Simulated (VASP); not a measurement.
Band structure of Cu2GeS3 (space group Imm2). Level of theory: LDA (Ceperley-Alder, Perdew-Zunger), VASP's LDA PAW potentials (set 64) (plane waves; VASP).

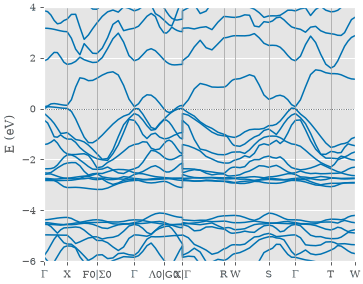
Figure. Bands along high-symmetry lines, zero at the valence-band maximum or, without a gap, the Fermi level

Read the plot: is there a gap, and where are the band edges?

It has no gap at this level: it comes out as a metal or semimetal. (Edges off the drawn lines would not show.)

The structure comes from a computed database's Cu2GeS3 entry (Imm2); how it stands against other phases isn't given here. It was relaxed first.
